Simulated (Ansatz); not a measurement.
# AlF3: single points with varied inputs, part 1 of 2

How do the results and run time of AlF3 respond when the settings are drawn wide?

Method: the settings change from run to run; program: Ansatz 0.2.0, Gaussian basis.

### 1 The geometry

The structure was relaxed beforehand with PBE-D4 in a triple-zeta def2 set.

4 atoms, charge 0, spin multiplicity 1.

Atoms are counted from 1 here; the program's logs count them from 0.

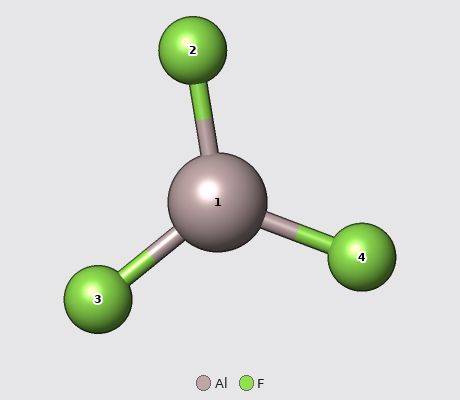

The geometry (aluminium light grey, fluorine green); atoms are numbered from 1 in the order of the file.

### 2 r2SCAN50/def2-mTZVPP

This run has charge +1, multiplicity 2, coordinates scaled by 1.25, D3(BJ) dispersion, the search for lower states set to full.

Input file in.yaml:

```yaml
crystal:
  periodic: [false, false, false]
  atoms:
    - {symbol: Al, position_ang: [-0.000025, -0.000010, -0.000011]}
    - {symbol: F, position_ang: [2.058530, -0.034413, 0.016502]}
    - {symbol: F, position_ang: [-0.999320, 1.800009, -0.021533]}
    - {symbol: F, position_ang: [-1.059186, -1.765586, 0.005029]}
basis:
  gaussian: {orbitals: def2-mTZVPP}
total_charge: 1
magnetization: {spin_polarized: true, initial_magnetization: 1}
hamiltonian: {xc: {name: r2SCAN50}, dispersion: d3bj}
scf: {lower_state_search: full}
```

Run with:

```sh
ansatz run in.yaml --threads 2 --pin off --events-out ev --progress --plain --max-ram 4352MiB
```

What it wrote:

```text
Warning: the engine holds no damping parameters fitted to this dispersion correction and functional, so the run takes those fitted to r2scan50 beside the three-body term, which d3bj leaves out (hamiltonian.dispersion, under Limitations)
Functional definition: r2SCAN50
  name "r2SCAN50"
  cite "Bursch, Neugebauer, Ehlert & Grimme, J. Chem. Phys. 156, 134105 (2022) doi:10.1063/5.0086040"
  cite "Furness, Kaplan, Ning, Perdew & Sun, J. Phys. Chem. Lett. 11, 8208 (2020) doi:10.1021/acs.jpclett.0c02405"
  cite "Furness, Kaplan, Ning, Perdew & Sun, J. Phys. Chem. Lett. 11, 9248 (2020) doi:10.1021/acs.jpclett.0c03077"
  parent r2scan
  parameter a = 0.5
  parameter k0 = 0.174
  parameter k1 = 0.065
  parameter a1 = 4.9479
  exchange = (1 - a)*r2scan_x(k0 = k0, k1 = k1, a1 = a1) + a*exact_x
  correlation = r2scan_c
856 factors; their error is unknown
mean field evaluation 1: about -14721.0896 eV, gradient 5.6e1 eV
mean field evaluation 2: about -14712.1224 eV, gradient 7.9e1 eV
mean field evaluation 4: about -14730.5190 eV, gradient 1.1e1 eV
mean field evaluation 8: about -14730.9341 eV, gradient 1.2e0 eV
mean field evaluation 16: about -14731.6388 eV, gradient 1.7e-1 eV
mean field evaluation 32: about -14731.6394 eV, gradient 1.9e-5 eV
mean field evaluation 64: about -14727.0594 eV, gradient 2.0e1 eV
mean field evaluation 96: about -14731.4459 eV, gradient 3.2e-1 eV
mean field -14731.63937027 eV, -541.3777613935 hartree, gradient 2.5e-6 eV, S^2 0.754454; 8 other end points of the search recorded, 0 dependent functions left out
reference -14731.63937708 eV, -541.3777616439 hartree; 20, 19 occupied and 74, 75 virtual orbitals, 856 factors
Total energy: -14731.65136695 eV, -541.3782022635 hartree
```

It took 31 s on 2 threads of AMD EPYC 7R43, shared host.

⟨S²⟩ 0.754.

### 3 B97M-V/def2-SVP

Options: coordinates scaled by 1.12.

Input file in.yaml:

```yaml
crystal:
  periodic: [false, false, false]
  atoms:
    - {symbol: Al, position_ang: [-0.000022, -0.000009, -0.000010]}
    - {symbol: F, position_ang: [1.844443, -0.030834, 0.014786]}
    - {symbol: F, position_ang: [-0.895391, 1.612808, -0.019294]}
    - {symbol: F, position_ang: [-0.949030, -1.581965, 0.004506]}
basis:
  gaussian: {orbitals: def2-SVP}
hamiltonian: {xc: {name: B97M-V}}
scf: {omitted_lower_state_checks: [starts]}
```

The command is unchanged.

What it wrote:

```text
Functional definition: B97M-V
  name "B97M-V"
  cite "Mardirossian & Head-Gordon, J. Chem. Phys. 142, 074111 (2015) doi:10.1063/1.4907719"
  cite "Becke, J. Chem. Phys. 107, 8554 (1997) doi:10.1063/1.475007"
  cite "Vydrov & Van Voorhis, J. Chem. Phys. 133, 244103 (2010) doi:10.1063/1.3521275"
  # Of w^i u^j: cxij and so on, Table III.
  parameter cx00 = 1.000
  parameter cx01 = 1.308
  parameter cx02 = 1.901
  parameter cx10 = 0.416
  parameter cx11 = 3.070
  parameter css00 = 1.000
  parameter css02 = -1.855
  parameter css10 = -5.668
  parameter css32 = -20.497
  parameter css42 = -20.364
  parameter cos00 = 1.000
  parameter cos01 = 1.573
  parameter cos03 = -6.298
  parameter cos10 = 2.535
  parameter cos32 = -6.427
  parameter b = 6.0
  parameter c = 0.01
  gx(w, u) = cx00 + cx01*u + cx02*u^2 + (cx10 + cx11*u)*w
  gss(w, u) = css00 + css02*u^2 + css10*w + (css32*w^3 + css42*w^4)*u^2
  gos(w, u) = cos00 + cos01*u + cos03*u^3 + cos10*w + cos32*w^3*u^2
  exchange = spin_sum(e_x_unif_s*gx(b97_w, b97_u_x))
  correlation = spin_sum(e_c_pw_mod_same_spin*gss(b97_w, b97_u_same))
      + integral(e_c_pw_mod_opposite_spin*gos(b97_w_opposite, b97_u_opposite)) + vv10(b, c)
these checks for a lower state are left out or cut short: starts
637 factors; their error is unknown
mean field evaluation 1: about -14731.6446 eV, gradient 6.2e1 eV
mean field evaluation 2: about -14703.3380 eV, gradient 1.4e2 eV
mean field evaluation 4: about -14738.3084 eV, gradient 1.4e0 eV
mean field evaluation 8: about -14738.2646 eV, gradient 1.6e-2 eV
mean field -14738.26458735 eV, -541.6212336305 hartree, gradient 3.6e-5 eV, S^2 0.000000; 0 other end points of the search recorded, 0 dependent functions left out
reference -14738.26463975 eV, -541.6212355564 hartree; 20, 20 occupied and 40, 40 virtual orbitals, 637 factors
Total energy: -14738.26463975 eV, -541.6212355564 hartree
Checks for a lower state left out: starts
```

It took 1.8 s on 2 threads of AMD EPYC 7R43, shared host.

### 4 r2SCANh/x2c-TZVPPall

Set apart from the defaults: a grid of angular degree 23, the search for lower states set to light.

Input file in.yaml:

```yaml
crystal:
  periodic: [false, false, false]
  atoms:
    - {symbol: Al, position_ang: [-0.000020, -0.000008, -0.000009]}
    - {symbol: F, position_ang: [1.646824, -0.027530, 0.013202]}
    - {symbol: F, position_ang: [-0.799456, 1.440007, -0.017226]}
    - {symbol: F, position_ang: [-0.847348, -1.412469, 0.004023]}
basis:
  gaussian: {orbitals: x2c-TZVPPall, final_grid: {core_spheres: 8, valence_spheres: 7, degree: 23}}
hamiltonian: {xc: {name: r2SCANh}}
scf: {lower_state_search: light}
```

The command is unchanged.

What it wrote:

```text
Functional definition: r2SCANh
  name "r2SCANh"
  cite "Bursch, Neugebauer, Ehlert & Grimme, J. Chem. Phys. 156, 134105 (2022) doi:10.1063/5.0086040"
  cite "Furness, Kaplan, Ning, Perdew & Sun, J. Phys. Chem. Lett. 11, 8208 (2020) doi:10.1021/acs.jpclett.0c02405"
  cite "Furness, Kaplan, Ning, Perdew & Sun, J. Phys. Chem. Lett. 11, 9248 (2020) doi:10.1021/acs.jpclett.0c03077"
  parent r2scan
  parameter a = 0.1
  parameter k0 = 0.174
  parameter k1 = 0.065
  parameter a1 = 4.9479
  exchange = (1 - a)*r2scan_x(k0 = k0, k1 = k1, a1 = a1) + a*exact_x
  correlation = r2scan_c
735 factors; their error is unknown
mean field evaluation 1: about -14766.5453 eV, gradient 6.4e1 eV
mean field evaluation 2: about -14754.6867 eV, gradient 1.1e2 eV
mean field evaluation 4: about -14772.2246 eV, gradient 8.3e-1 eV
mean field evaluation 8: about -14772.2422 eV, gradient 9.7e-3 eV
mean field -14772.24217084 eV, -542.8698867928 hartree, gradient 1.2e-5 eV, S^2 0.000000; 0 other end points of the search recorded, 0 dependent functions left out
reference -14772.24218230 eV, -542.8698872142 hartree; 20, 20 occupied and 115, 115 virtual orbitals, 735 factors
Total energy: -14772.24218230 eV, -542.8698872142 hartree
Relativity: scalar
```

Run time: 1.4 s. Hardware: 2 threads of AMD EPYC 7R43, shared host.

### 5 wB97X-V/def2-mTZVP

This run has a grid of angular degree 11, the search for lower states set to off.

Changes to in.yaml since step 4:

```diff
@@ -8,4 +8,5 @@
 basis:
-  gaussian: {orbitals: x2c-TZVPPall, final_grid: {core_spheres: 8, valence_spheres: 7, degree: 23}}
-hamiltonian: {xc: {name: r2SCANh}}
-scf: {lower_state_search: light}
+  gaussian: {orbitals: def2-mTZVP, final_grid: {core_spheres: 5, valence_spheres: 4, degree: 11}}
+hamiltonian: {xc: {name: wB97X-V}}
+scf: {lower_state_search: off}
+output: {forces: true}
```

The command is unchanged.

What it wrote:

```text
Functional definition: wB97X-V
  name "wB97X-V"
  cite "Mardirossian & Head-Gordon, Phys. Chem. Chem. Phys. 16, 9904 (2014) doi:10.1039/C3CP54374A"
  cite "Becke, J. Chem. Phys. 107, 8554 (1997) doi:10.1063/1.475007"
  cite "Vydrov & Van Voorhis, J. Chem. Phys. 133, 244103 (2010) doi:10.1063/1.3521275"
  parameter omega = 0.3/bohr
  parameter cx = 0.167
  parameter cx1 = 0.603
  parameter cx2 = 1.194
  parameter css0 = 0.556
  parameter css1 = -0.257
  parameter cos0 = 1.219
  parameter cos1 = -1.850
  parameter b = 6.0
  parameter c = 0.01
  exchange = spin_sum(e_x_unif_sr(omega)*poly(b97_u_x, 1 - cx, cx1, cx2)) + cx*exact_x_sr(omega) + exact_x_lr(omega)
  correlation = spin_sum(e_c_pw_same_spin*poly(b97_u_same, css0, css1))
      + integral(e_c_pw_opposite_spin*poly(b97_u_opposite, cos0, cos1)) + vv10(b, c)
these checks for a lower state are left out or cut short: stability, starts, cluster_reference, orbital_swaps, neighbouring_geometries, increment
672 factors; their error is unknown
145 factors; integrals over basis functions are off by at most 5.0e-6 eV
mean field evaluation 1: about -14748.3842 eV, gradient 5.8e1 eV
mean field evaluation 2: about -14747.4719 eV, gradient 6.9e1 eV
mean field evaluation 4: about -14753.1751 eV, gradient 3.3e-1 eV
mean field evaluation 8: about -14753.2002 eV, gradient 2.6e-2 eV
mean field -14753.20023008 eV, -542.1701083772 hartree, gradient 4.6e-6 eV, S^2 0.000000; 0 other end points of the search recorded, 0 dependent functions left out
the calculation of the forces begins
reference -14753.20022761 eV, -542.1701082862 hartree; 20, 20 occupied and 59, 59 virtual orbitals, 672 factors
Total energy: -14753.20022761 eV, -542.1701082862 hartree
Atom 0 at    -0.000020    -0.000008    -0.000009 Å, force     0.168845    -0.002685     0.001403 eV/Å
Atom 1 at     1.646824    -0.027530     0.013202 Å, force    -0.361723     0.005995    -0.002917 eV/Å
Atom 2 at    -0.799456     1.440007    -0.017226 Å, force     0.090735    -0.341078     0.003285 eV/Å
Atom 3 at    -0.847348    -1.412469     0.004023 Å, force     0.102142     0.337768    -0.001772 eV/Å
Dipole moment:     0.000235    -0.000025    -0.000013 e Å
Checks for a lower state left out: stability, starts, cluster_reference, orbital_swaps, neighbouring_geometries, increment
```

Run time: 0.95 s. Hardware: 2 threads of AMD EPYC 7R43, shared host.

Largest force 0.362 eV/Å, dipole 0.00 D.

### 6 revPBE/def2-mTZVPP

Set apart from the defaults: D3(BJ) with three-body dispersion.

Changes to in.yaml since step 5:

```diff
@@ -8,5 +8,5 @@
 basis:
-  gaussian: {orbitals: def2-mTZVP, final_grid: {core_spheres: 5, valence_spheres: 4, degree: 11}}
-hamiltonian: {xc: {name: wB97X-V}}
-scf: {lower_state_search: off}
+  gaussian: {orbitals: def2-mTZVPP}
+hamiltonian: {xc: {name: revPBE}, dispersion: d3bjatm}
+scf: {omitted_lower_state_checks: [starts]}
 output: {forces: true}
```

Launched as before.

What it wrote:

```text
Functional definition: revPBE
  name "revPBE"
  cite "Zhang & Yang, Phys. Rev. Lett. 80, 890 (1998) doi:10.1103/PhysRevLett.80.890"
  cite "Perdew, Burke & Ernzerhof, Phys. Rev. Lett. 77, 3865 (1996) doi:10.1103/PhysRevLett.77.3865"
  parameter kappa = 1.245
  parameter beta = 0.06672455060314922
  exchange = pbe_x(kappa = kappa, mu = beta*pi^2/3)
  correlation = pbe_c(beta = beta)
these checks for a lower state are left out or cut short: starts
687 factors; their error is unknown
mean field evaluation 1: about -14746.0511 eV, gradient 7.0e1 eV
mean field evaluation 2: about -14718.1681 eV, gradient 1.6e2 eV
mean field evaluation 4: about -14752.8196 eV, gradient 1.6e0 eV
mean field evaluation 8: about -14752.8106 eV, gradient 3.6e-2 eV
mean field -14752.81063181 eV, -542.1557909048 hartree, gradient 4.1e-5 eV, S^2 0.000000; 0 other end points of the search recorded, 0 dependent functions left out
the calculation of the forces begins
reference -14752.81068259 eV, -542.1557927710 hartree; 20, 20 occupied and 74, 74 virtual orbitals, 687 factors
Total energy: -14752.90106935 eV, -542.1591144229 hartree
Atom 0 at    -0.000020    -0.000008    -0.000009 Å, force     0.000110     0.000132     0.000041 eV/Å
Atom 1 at     1.646824    -0.027530     0.013202 Å, force     0.419074    -0.007055     0.003346 eV/Å
Atom 2 at    -0.799456     1.440007    -0.017226 Å, force    -0.203501     0.366477    -0.004398 eV/Å
Atom 3 at    -0.847348    -1.412469     0.004023 Å, force    -0.215683    -0.359554     0.001011 eV/Å
Dipole moment:    -0.000043    -0.000018    -0.000013 e Å
Checks for a lower state left out: starts
```

Run time: 0.85 s. Hardware: 2 threads of AMD EPYC 7R43, shared host.

Largest force 0.419 eV/Å, dipole 0.00 D.

### 7 PBE0/def2-mTZVPP

Options: coordinates scaled by 1.05, density fitting with cc-pVTZ-jkfit, D4 dispersion, the search for lower states set to full.

Input file in.yaml:

```yaml
crystal:
  periodic: [false, false, false]
  atoms:
    - {symbol: Al, position_ang: [-0.000021, -0.000008, -0.000009]}
    - {symbol: F, position_ang: [1.729165, -0.028907, 0.013862]}
    - {symbol: F, position_ang: [-0.839429, 1.512008, -0.018088]}
    - {symbol: F, position_ang: [-0.889716, -1.483092, 0.004224]}
basis:
  gaussian: {orbitals: def2-mTZVPP, fitting: {mean_field: cc-pVTZ-jkfit}}
hamiltonian: {xc: {name: PBE0}, dispersion: d4}
scf: {lower_state_search: full}
output: {forces: true}
```

The command is unchanged.

What it wrote:

```text
Functional definition: PBE0
  name "PBE0"
  cite "Adamo & Barone, J. Chem. Phys. 110, 6158 (1999) doi:10.1063/1.478522"
  cite "Perdew, Burke & Ernzerhof, Phys. Rev. Lett. 77, 3865 (1996) doi:10.1103/PhysRevLett.77.3865"
  parent pbe
  parameter a = 0.25
  parameter kappa = 0.804
  parameter beta = 0.06672455060314922
  exchange = (1 - a)*pbe_x(kappa = kappa, mu = beta*pi^2/3) + a*exact_x
  correlation = pbe_c(beta = beta)
358 factors; integrals over basis functions are off by at most 2.8e-1 eV
mean field evaluation 1: about -14740.3769 eV, gradient 6.2e1 eV
mean field evaluation 2: about -14740.3756 eV, gradient 6.2e1 eV
mean field evaluation 4: about -14745.9683 eV, gradient 1.1e0 eV
mean field evaluation 8: about -14745.9716 eV, gradient 8.4e-3 eV
mean field -14745.97161854 eV, -541.9044618029 hartree, gradient 5.1e-6 eV, S^2 0.000000; 0 other end points of the search recorded, 0 dependent functions left out
the calculation of the forces begins
reference -14745.97164660 eV, -541.9044628341 hartree; 20, 20 occupied and 74, 74 virtual orbitals, 358 factors
Total energy: -14746.01482060 eV, -541.9060494491 hartree
Atom 0 at    -0.000021    -0.000008    -0.000009 Å, force    -0.000013     0.000147     0.000073 eV/Å
Atom 1 at     1.729165    -0.028907     0.013862 Å, force    -2.431550     0.040594    -0.019518 eV/Å
Atom 2 at    -0.839429     1.512008    -0.018088 Å, force     1.180411    -2.126482     0.025412 eV/Å
Atom 3 at    -0.889716    -1.483092     0.004224 Å, force     1.251152     2.085741    -0.005967 eV/Å
Dipole moment:    -0.000045    -0.000019    -0.000013 e Å
```

Run time: 0.85 s. Hardware: 2 threads of AMD EPYC 7R43, shared host.

Largest force 2.432 eV/Å, dipole 0.00 D.

### 8 RPA/def2-SVPD

This run has atoms shaken by 0.03 Å.

Input file in.yaml:

```yaml
crystal:
  periodic: [false, false, false]
  atoms:
    - {symbol: Al, position_ang: [-0.007723, -0.011187, -0.018500]}
    - {symbol: F, position_ang: [1.640810, -0.007417, -0.029530]}
    - {symbol: F, position_ang: [-0.754091, 1.422601, 0.042449]}
    - {symbol: F, position_ang: [-0.889693, -1.410654, 0.016360]}
basis:
  gaussian: {orbitals: def2-SVPD}
hamiltonian: {xc: {name: r2SCAN}}
correlation: {method: rpa}
scf: {omitted_lower_state_checks: [starts]}
```

Same command.

What it wrote:

```text
Functional definition: r2SCAN
  name "r2SCAN"
  cite "Furness, Kaplan, Ning, Perdew & Sun, J. Phys. Chem. Lett. 11, 8208 (2020) doi:10.1021/acs.jpclett.0c02405"
  cite "Furness, Kaplan, Ning, Perdew & Sun, J. Phys. Chem. Lett. 11, 9248 (2020) doi:10.1021/acs.jpclett.0c03077"
  parent r2scan
  parameter k0 = 0.174
  parameter k1 = 0.065
  parameter a1 = 4.9479
  exchange = r2scan_x(k0 = k0, k1 = k1, a1 = a1)
  correlation = r2scan_c
these checks for a lower state are left out or cut short: starts
875 factors; integrals over basis functions are off by at most 1.7e-4 eV
mean field evaluation 1: about -14735.2313 eV, gradient 6.4e1 eV
mean field evaluation 2: about -14735.2329 eV, gradient 6.4e1 eV
mean field evaluation 4: about -14741.5770 eV, gradient 3.0e0 eV
mean field evaluation 8: about -14741.5899 eV, gradient 6.9e-1 eV
mean field evaluation 16: about -14741.5906 eV, gradient 4.9e-6 eV
mean field -14741.59063848 eV, -541.7434637552 hartree, gradient 4.9e-6 eV, S^2 0.000000; 0 other end points of the search recorded, 0 dependent functions left out
8 core orbitals not correlated: weight in the atoms' cores, before any rotation towards them, 1.000 or more for the frozen orbitals, at most 0.000 for the correlated occupied ones
reference -14698.11344406 eV, -540.1457063301 hartree; 12, 12 occupied and 73, 73 virtual orbitals, 875 factors
Total energy: -14722.47380785 eV, -541.0409331875 hartree
Checks for a lower state left out: starts
```

Run time: 3 s. Hardware: 2 threads of AMD EPYC 7R43, shared host.

### 9 PBE-QIDH/cc-pVDZ

This run has atoms shaken by 0.08 Å, density fitting with cc-pVTZ-jkfit, a grid of angular degree 11, a point charge of 2.00 e beside it.

Input file in.yaml:

```yaml
crystal:
  periodic: [false, false, false]
  atoms:
    - {symbol: Al, position_ang: [0.060327, 0.041697, 0.124985]}
    - {symbol: F, position_ang: [1.666218, 0.023925, -0.022236]}
    - {symbol: F, position_ang: [-0.809826, 1.631633, 0.030944]}
    - {symbol: F, position_ang: [-1.011652, -1.417286, 0.018933]}
basis:
  gaussian: {orbitals: cc-pVDZ, fitting: {mean_field: cc-pVTZ-jkfit}, final_grid: {core_spheres: 5, valence_spheres: 4, degree: 11}, point_charges: [{charge: 2.00, position_ang: [6.456, 0.157, 0.915]}]}
hamiltonian: {xc: {name: PBE-QIDH}}
output: {forces: true}
```

The command is unchanged.

What it wrote:

```text
Functional definition: PBE-QIDH
  name "PBE-QIDH"
  cite "Brémond, Sancho-García, Pérez-Jiménez & Adamo, J. Chem. Phys. 141, 031101 (2014) doi:10.1063/1.4890314"
  cite "Perdew, Burke & Ernzerhof, Phys. Rev. Lett. 77, 3865 (1996) doi:10.1103/PhysRevLett.77.3865"
  parameter a = 3^(-1/3)
  parameter c = 1/3
  exchange = (1 - a)*pbe_x + a*exact_x
  correlation = (1 - c)*pbe_c + c*(mp2_os + mp2_ss)
358 factors; integrals over basis functions are off by at most 1.6e-1 eV
mean field evaluation 1: about -14726.3705 eV, gradient 4.8e1 eV
mean field evaluation 2: about -14726.3670 eV, gradient 4.8e1 eV
mean field evaluation 4: about -14730.2913 eV, gradient 1.8e0 eV
mean field evaluation 8: about -14730.2979 eV, gradient 2.5e-2 eV
mean field evaluation 16: about -14730.2979 eV, gradient 3.4e-6 eV
mean field -14730.29794561 eV, -541.3284649467 hartree, gradient 3.4e-6 eV, S^2 0.000000; 0 other end points of the search recorded, 0 dependent functions left out
8 core orbitals not correlated: weight in the atoms' cores, before any rotation towards them, 1.000 or more for the frozen orbitals, at most 0.000 for the correlated occupied ones
reference -14730.29796006 eV, -541.3284654778 hartree; 12, 12 occupied and 40, 40 virtual orbitals, 358 factors
second order -19.23022351 eV of doubles, -0.00000000 eV of singles
the calculation of the forces begins
Total energy: -14736.70803457 eV, -541.5640313709 hartree
Atom 0 at     0.060327     0.041697     0.124985 Å, force    -6.734097     0.411371    -0.910133 eV/Å
Atom 1 at     1.666218     0.023925    -0.022236 Å, force     2.464376    -0.134498     0.161178 eV/Å
Atom 2 at    -0.809826     1.631633     0.030944 Å, force     1.941635    -2.870845     0.392508 eV/Å
Atom 3 at    -1.011652    -1.417286     0.018933 Å, force     2.400354     2.589758     0.408973 eV/Å
Dipole moment:     0.066110    -0.072285     0.180531 e Å
```

Wall time 0.65 s (2 threads of AMD EPYC 7R43, shared host).

Largest force 6.808 eV/Å, dipole 0.99 D.

### 10 HSE06/def2-mTZVPP

Options: charge -1, multiplicity 2, restricted open-shell orbitals, D4 dispersion.

Input file in.yaml:

```yaml
crystal:
  periodic: [false, false, false]
  atoms:
    - {symbol: Al, position_ang: [-0.000020, -0.000008, -0.000009]}
    - {symbol: F, position_ang: [1.646824, -0.027530, 0.013202]}
    - {symbol: F, position_ang: [-0.799456, 1.440007, -0.017226]}
    - {symbol: F, position_ang: [-0.847348, -1.412469, 0.004023]}
basis:
  gaussian: {orbitals: def2-mTZVPP}
total_charge: -1
magnetization: {spin_polarized: false, initial_magnetization: 1}
hamiltonian: {xc: {name: HSE06}, dispersion: d4}
scf: {omitted_lower_state_checks: [starts]}
```

Launched as before.

What it wrote:

```text
Functional definition: HSE06
  name "HSE06"
  cite "Heyd, Scuseria & Ernzerhof, J. Chem. Phys. 118, 8207 (2003) doi:10.1063/1.1564060"
  cite "Krukau, Vydrov, Izmaylov & Scuseria, J. Chem. Phys. 125, 224106 (2006) doi:10.1063/1.2404663"
  cite "Heyd & Scuseria, J. Chem. Phys. 120, 7274 (2004) doi:10.1063/1.1668634"
  cite "Ernzerhof & Perdew, J. Chem. Phys. 109, 3313 (1998) doi:10.1063/1.476928"
  cite "Perdew, Burke & Ernzerhof, Phys. Rev. Lett. 77, 3865 (1996) doi:10.1103/PhysRevLett.77.3865"
  parent pbe
  parameter a = 0.25
  parameter omega = 0.11/bohr
  # The whole range is PBE's own exchange, as in plane waves. The composition of these papers is wPBEh.
  exchange = pbe_x - a*pbe_x_sr(omega) + a*exact_x_sr(omega)
  correlation = pbe_c
these checks for a lower state are left out or cut short: starts
740 factors; their error is unknown
56 factors; integrals over basis functions are off by at most 5.7e-7 eV
mean field evaluation 1: about -14745.3161 eV, gradient 8.9e0 eV
mean field evaluation 2: about -14745.2649 eV, gradient 1.2e1 eV
mean field evaluation 4: about -14745.4782 eV, gradient 3.1e-1 eV
mean field evaluation 8: about -14745.5572 eV, gradient 2.7e-3 eV
mean field -14745.55724080 eV, -541.8892337017 hartree, gradient 2.3e-5 eV, S^2 0.750000; 0 other end points of the search recorded, 0 dependent functions left out
reference -14745.55728518 eV, -541.8892353325 hartree; 21, 20 occupied and 73, 74 virtual orbitals, 740 factors
Total energy: -14745.60607904 eV, -541.8910284740 hartree
Checks for a lower state left out: starts
```

It took 1.8 s on 2 threads of AMD EPYC 7R43, shared host.

(Continued in part 2 of 2.)
